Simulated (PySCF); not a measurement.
# 3-chloro-1-fluorobenzene: NMR shifts, electronic excitations and K edges in gas and solvents, part 2 of 2

PySCF 2.14.0. Atoms count from 0. The steps go on from the part before.

### Step 8. Excited states and response: wB97X-D/def2-SVPD in chloroform

The job: settings as JSON, then the geometry in Å.

```
{"job": {"kind": "uv", "xc": "wB97X-D", "basis": "def2-SVPD", "solvent": "chloroform", "nstates": 6, "ntriplets": 0}, "charge": 0, "multiplicity": 1}
F     -0.660694     2.707816    -0.049768
C     -0.249605     1.443302    -0.055902
C     -1.193990     0.424392    -0.024041
C     -0.746878    -0.894798    -0.030892
C      0.613739    -1.192276    -0.068888
C      1.532749    -0.143598    -0.100115
Cl     3.226115    -0.496109    -0.147451
C      1.115652     1.186254    -0.094150
H     -2.254942     0.676530     0.005683
H     -1.473628    -1.709769    -0.006084
H      0.968153    -2.223514    -0.074360
H      1.830362     2.009046    -0.118338
```

Level: TDDFT wB97X-D/def2-SVPD, vertical, IEF-PCM chloroform (non-equilibrium linear response), core orbitals frozen in the response.

The log of the run:

```text
coarse grid: 11712 points
cycle   1  E = -790.4513794337  dE =  1.610e+00  |g| = 5.069e-01  |ddm| = 8.840e+00
cycle   2  E = -790.4645550368  dE = -1.318e-02  |g| = 5.100e-01  |ddm| = 2.372e+00
cycle   3  E = -790.5114758994  dE = -4.692e-02  |g| = 5.413e-02  |ddm| = 1.246e+00
cycle   4  E = -790.5120732273  dE = -5.973e-04  |g| = 2.421e-02  |ddm| = 2.141e-01
cycle   5  E = -790.5122093715  dE = -1.361e-04  |g| = 6.441e-03  |ddm| = 1.074e-01
cycle   6  E = -790.5122197017  dE = -1.033e-05  |g| = 1.145e-03  |ddm| = 3.193e-02
cycle   7  E = -790.5122204855  dE = -7.838e-07  |g| = 6.955e-04  |ddm| = 9.070e-03
final grid: 112088 points
cycle   8  E = -790.6089100315  dE = -9.508e-05  |g| = 5.460e-03  |ddm| = 2.790e-01
cycle   9  E = -790.6089117190  dE = -1.688e-06  |g| = 5.423e-03  |ddm| = 3.615e-02
cycle  10  E = -790.6089164935  dE = -4.774e-06  |g| = 5.755e-04  |ddm| = 7.343e-03
cycle  11  E = -790.6089165936  dE = -1.002e-07  |g| = 2.517e-04  |ddm| = 3.724e-03
cycle  12  E = -790.6089166113  dE = -1.768e-08  |g| = 4.818e-05  |ddm| = 1.273e-03
cycle  13  E = -790.6089166128  dE = -1.543e-09  |g| = 2.973e-05  |ddm| = 3.460e-04
cycle  14  E = -790.6089166132  dE = -3.865e-10  |g| = 7.347e-06  |ddm| = 1.341e-04
converged SCF energy = -790.6089166132

Static polarisability (au): isotropic 103.679, principal 62.494 111.630 136.911

Singlet excitations
state   eV       nm        f      main configurations
  1   5.3224    232.9   0.02085   H->L 0.45, H-1->L 0.18, H-1->L+1 0.18
  2   5.9744    207.5   0.09173   H->L+1 0.34, H->L 0.32, H-1->L 0.28
  3   6.6902    185.3   0.54365   H-1->L 0.51, H->L+1 0.44
  4   6.7727    183.1   0.80279   H-1->L+1 0.73, H->L 0.21
  5   6.7798    182.9   0.00044   H->L+2 0.77
  6   7.4189    167.1   0.00094   H-1->L+2 0.74
```

Run time: 40 s. Hardware: 1 thread, shared host.

In short: HOMO -9.08 eV, LUMO 0.90 eV; lowest singlet 5.32 eV.

### Step 9. Ultraviolet spectrum: wB97X-D/def2-SVPD in cyclohexane

The job, as its differences from that of step 8:

```diff
@@ -1,2 +1,2 @@
-{"job": {"kind": "uv", "xc": "wB97X-D", "basis": "def2-SVPD", "solvent": "chloroform", "nstates": 6, "ntriplets": 0}, "charge": 0, "multiplicity": 1}
+{"job": {"kind": "uv", "xc": "wB97X-D", "basis": "def2-SVPD", "solvent": "cyclohexane", "nstates": 6, "ntriplets": 0}, "charge": 0, "multiplicity": 1}
 F     -0.660694     2.707816    -0.049768
```

Method: TDDFT wB97X-D/def2-SVPD, vertical, IEF-PCM cyclohexane (non-equilibrium linear response), core orbitals frozen in the response.

The log of the run:

```text
coarse grid: 11712 points
cycle   1  E = -790.4493390777  dE =  1.612e+00  |g| = 5.093e-01  |ddm| = 8.836e+00
cycle   2  E = -790.4613703669  dE = -1.203e-02  |g| = 5.178e-01  |ddm| = 2.436e+00
cycle   3  E = -790.5098272230  dE = -4.846e-02  |g| = 5.591e-02  |ddm| = 1.260e+00
cycle   4  E = -790.5104616784  dE = -6.345e-04  |g| = 2.457e-02  |ddm| = 2.013e-01
cycle   5  E = -790.5106049923  dE = -1.433e-04  |g| = 6.332e-03  |ddm| = 1.066e-01
cycle   6  E = -790.5106150965  dE = -1.010e-05  |g| = 1.086e-03  |ddm| = 2.906e-02
cycle   7  E = -790.5106158182  dE = -7.216e-07  |g| = 5.749e-04  |ddm| = 8.255e-03
final grid: 112088 points
cycle   8  E = -790.6073041758  dE = -9.515e-05  |g| = 5.517e-03  |ddm| = 2.804e-01
cycle   9  E = -790.6073057003  dE = -1.525e-06  |g| = 5.581e-03  |ddm| = 3.541e-02
cycle  10  E = -790.6073106966  dE = -4.996e-06  |g| = 5.647e-04  |ddm| = 7.147e-03
cycle  11  E = -790.6073107913  dE = -9.472e-08  |g| = 2.526e-04  |ddm| = 3.481e-03
cycle  12  E = -790.6073108084  dE = -1.717e-08  |g| = 4.710e-05  |ddm| = 1.228e-03
cycle  13  E = -790.6073108098  dE = -1.357e-09  |g| = 2.843e-05  |ddm| = 3.196e-04
cycle  14  E = -790.6073108101  dE = -3.472e-10  |g| = 7.445e-06  |ddm| = 1.338e-04
converged SCF energy = -790.6073108101

Static polarisability (au): isotropic 93.229, principal 55.987 99.865 123.836

Singlet excitations
state   eV       nm        f      main configurations
  1   5.3123    233.4   0.02174   H->L 0.46, H-1->L+1 0.18, H-1->L 0.17
  2   5.9652    207.8   0.09236   H->L+1 0.35, H->L 0.31, H-1->L 0.28
  3   6.6822    185.5   0.53803   H-1->L 0.52, H->L+1 0.43
  4   6.7705    183.1   0.79275   H-1->L+1 0.74, H->L 0.21
  5   6.7734    183.0   0.00045   H->L+2 0.76
  6   7.4127    167.3   0.00096   H-1->L+2 0.75
```

Wall time 35 s (1 thread, shared host).

Key values: HOMO -9.09 eV, LUMO 0.86 eV; lowest singlet 5.31 eV.

### Step 10. K-edge absorption: BHandHLYP/def2-SVPD+aug-pcX-1+pcseg-1

The job, as its differences from that of step 9:

```diff
@@ -1,2 +1,2 @@
-{"job": {"kind": "uv", "xc": "wB97X-D", "basis": "def2-SVPD", "solvent": "cyclohexane", "nstates": 6, "ntriplets": 0}, "charge": 0, "multiplicity": 1}
+{"job": {"kind": "xas", "xc": "BHandHLYP", "basis": {"default": "aug-pcX-1", "H": "pcseg-1", "Cl": "def2-SVPD"}}, "charge": 0, "multiplicity": 1}
 F     -0.660694     2.707816    -0.049768
```

Method: core-valence-separated TDA BHandHLYP/aug-pcX-1 H:pcseg-1 Cl:def2-SVPD, K edges, non-relativistic, gas phase.

The log of the run:

```text
coarse grid: 11712 points
cycle   1  E = -790.5932059428  dE =  1.635e+00  |g| = 5.203e-01  |ddm| = 8.933e+00
cycle   2  E = -790.6041372100  dE = -1.093e-02  |g| = 5.304e-01  |ddm| = 2.403e+00
cycle   3  E = -790.6524290272  dE = -4.829e-02  |g| = 6.880e-02  |ddm| = 1.416e+00
cycle   4  E = -790.6532586382  dE = -8.296e-04  |g| = 3.747e-02  |ddm| = 1.849e-01
cycle   5  E = -790.6536047672  dE = -3.461e-04  |g| = 8.718e-03  |ddm| = 9.167e-02
cycle   6  E = -790.6536223750  dE = -1.761e-05  |g| = 2.563e-03  |ddm| = 2.088e-02
cycle   7  E = -790.6536238375  dE = -1.463e-06  |g| = 6.859e-04  |ddm| = 6.978e-03
final grid: 112088 points
cycle   8  E = -790.7252050914  dE = -8.765e-05  |g| = 3.609e-03  |ddm| = 1.211e-01
cycle   9  E = -790.7252050380  dE =  5.335e-08  |g| = 3.393e-03  |ddm| = 1.479e-02
cycle  10  E = -790.7252073296  dE = -2.292e-06  |g| = 4.675e-04  |ddm| = 6.245e-03
cycle  11  E = -790.7252073554  dE = -2.575e-08  |g| = 1.990e-04  |ddm| = 9.801e-04
cycle  12  E = -790.7252073629  dE = -7.549e-09  |g| = 1.951e-05  |ddm| = 3.368e-04
cycle  13  E = -790.7252073630  dE = -6.435e-11  |g| = 1.567e-05  |ddm| = 8.614e-05
converged SCF energy = -790.7252073630

C K edge
   eV          f      from atoms
  283.052   0.05435   C3
  283.230   0.05227   C2
  283.300   0.00099   C7 C4
  283.305   0.12605   C4 C7
  284.377   0.06742   C5
  285.113   0.00000   C4
  285.167   0.07481   C1
  285.277   0.00000   C2
  285.443   0.00012   C7
  285.628   0.00013   C3
  285.840   0.05707   C5
  286.139   0.01820   C4
  286.249   0.01103   C2 C3
  286.273   0.02563   C3 C2
  286.376   0.02083   C7
  287.009   0.00017   C5
  287.235   0.00035   C7
  287.329   0.00058   C4
  287.384   0.00022   C2
  287.436   0.00002   C1
  287.693   0.00421   C2
  287.727   0.00257   C4
  287.830   0.00310   C7
  287.851   0.00005   C3
  287.945   0.00052   C3 C4
  287.954   0.00078   C4 C3
  287.986   0.00315   C2
  288.054   0.00049   C4 C3

F K edge
   eV          f      from atoms
  686.130   0.00917   F0
  686.508   0.02452   F0
  686.906   0.00002   F0
  687.539   0.01097   F0
  688.308   0.00260   F0
  688.772   0.00338   F0
  688.848   0.00264   F0
  689.173   0.00028   F0
```

Run time: 38 s. Hardware: 1 thread, shared host.

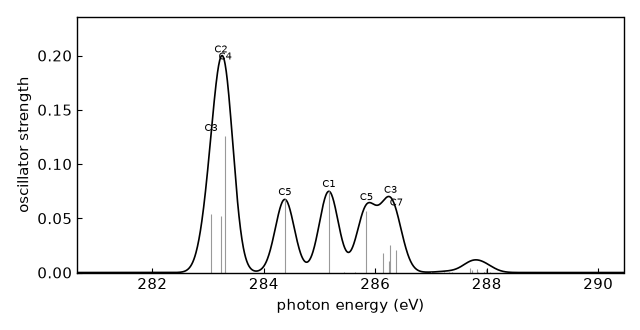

The C K edge. Lines are broadened to a width of 0.40 eV (Gaussian).

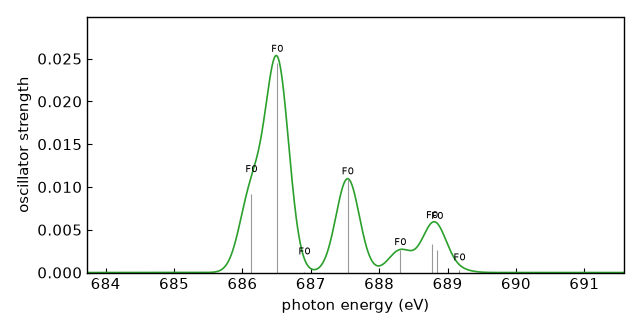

The F K edge. Lines are broadened to a width of 0.40 eV (Gaussian).

### Step 11. Run by run: NMR shifts

Shifts (ppm) of some atoms, chosen among heavy atoms and hydrogens apart, with basis size and wall time (the measured row can stand on another reference than the computed rows):

```tsv
run	C5	C3	C4	C2	H9	H11	F0	functions	time
PBE0/pcSseg-1 in chloroform	146.5	137.6	131.2	120.3	7.61	7.32	-110.1	163	26 s
PBE0/pcSseg-1 in cyclohexane	146.7	136.7	130.6	119.5	7.50	7.25	-109.3	163	24 s
WP04/pcSseg-1 in chloroform	149.2	136.7	132.3	121.1	7.31	7.09	-114.2	163	24 s
wB97X-D/pcSseg-1 in chloroform	147.4	139.0	132.5	121.8	7.64	7.36	-108.8	163	31 s
measured	–	–	–	–	–	–	-111.4	–	–
```

Measured: G. Saielli, R. Bini, A. Bagno, Computational 19F NMR. 2. Organic compounds, RSC Adv. 2014, ESI (exp. from Berger-Braun-Kalinowski 1994 and Everett 1995).

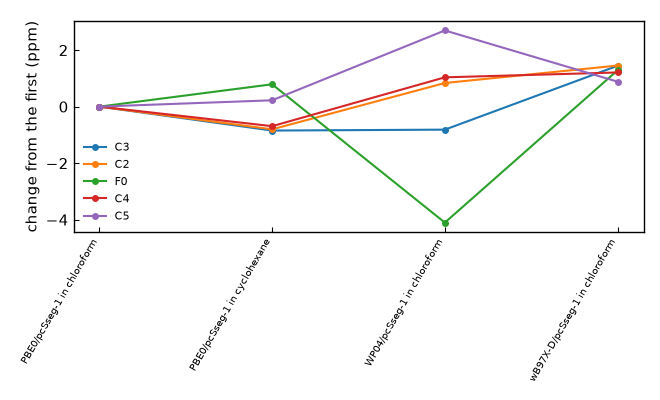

How five of the tabulated atoms move from run to run.

### Step 12. Run by run: electronic excitations

Excitations and ground-state properties, with basis size and wall time:

```tsv
run	lowest singlet (eV)	brightest (eV)	f	gap (eV)	α (Å³)	μ (D)	functions	time
wB97X-D/def2-SVPD	5.31	6.94	0.657	9.93	12.16	1.63	202	47 s
wB97X-D/def2-SVPD in chloroform	5.32	6.77	0.803	9.97	15.36	2.01	202	40 s
wB97X-D/def2-SVPD in cyclohexane	5.31	6.77	0.793	9.95	13.82	1.84	202	35 s
```

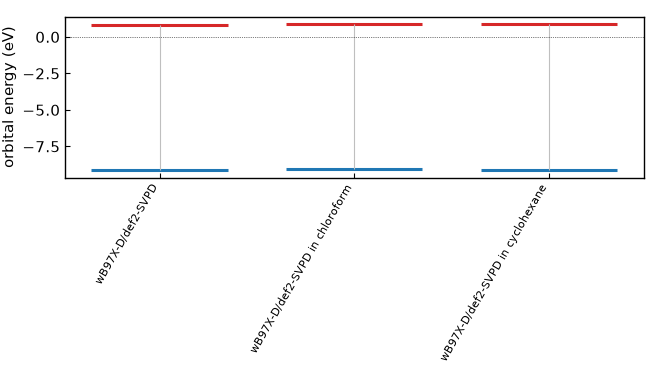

HOMO (blue) and LUMO (red) run by run.

The continuum's effect on the ground state:

```tsv
solvent	ε	polarisation energy (Eh)	μ (D)
cyclohexane	2.02	-0.0021	1.84
chloroform	4.71	-0.0040	2.01
```

### Step 13. What came out

What follows sums up all 2 parts.

| quantity | value |
| --- | --- |
| point group | Cs |
| rotational constants (main isotopes) | 3.44, 1.18, 0.88 GHz |
| 13C shifts against TMS (PBE0/pcSseg-1, chloroform) | 171.0, 146.5, 137.6, 131.2, 122.7, 120.3 ppm |
| 1H shifts against TMS (PBE0/pcSseg-1, chloroform) | 7.61, 7.38, 7.32, 7.24 ppm |
| 19F shifts against CFCl3 (PBE0/pcSseg-1, chloroform) | -110.1 ppm |
| shieldings of Cl (PBE0/pcSseg-1, chloroform) | Cl6 708.1 ppm |
| measured, and computed on the same scale | F0 δ -111.4, -110.1 ppm |
| lowest singlet (wB97X-D/def2-SVPD) | 5.31 eV (233 nm), f = 0.014 |
| brightest single state of those computed | state 5, 6.94 eV, f = 0.657 |
| C K edge | first line 283.05 eV, strongest 283.31 eV (f = 0.126) |
| F K edge | first line 686.13 eV, strongest 686.51 eV (f = 0.025) |
| range of the shift of C3 (PBE0/pcSseg-1 runs) | 136.7 to 137.6 ppm |
| range of the lowest singlet | 5.31 to 5.32 eV |

At PBE0/pcSseg-1: Shielding is most anisotropic at Cl6 (span 464 ppm, paramagnetic term -437 ppm). The one measured 19F shift is missed by +1.3 ppm (computed less measured, unscaled). Vibration and temperature are missing from the calculation, and it holds one conformer, so part of the miss against the measured shifts is not the functional's. The first singlet state (HOMO→LUMO 0.46, HOMO−1→LUMO+1 0.19) lies at 5.31 eV and is weak; of the 6 states computed, the strongest absorption comes from state 5 at 6.94 eV. At the F edge the strongest single line lifts a 1s electron of F0 into several orbitals, led by LUMO+22 (weight 0.19), 0.4 eV above the first line. Absolute edge energies from this method are off by several eV; spacings are better. At one level, PBE0/pcSseg-1: Among the atoms with a shift in every run: Across the 2 runs the shift of C3 moves most, between 136.7 (PBE0/pcSseg-1 in cyclohexane) and 137.6 ppm (PBE0/pcSseg-1 in chloroform). Part of that comes from the computed reference. The lowest singlet runs from 5.31 eV (wB97X-D/def2-SVPD) to 5.32 eV (wB97X-D/def2-SVPD in chloroform), while the orbital gap spans 9.93 to 9.97 eV. The lowest state need not be the same one in every run. The continuum holds electrostatics alone: no hydrogen bonds to the solvent, and the gas-phase geometry is kept.
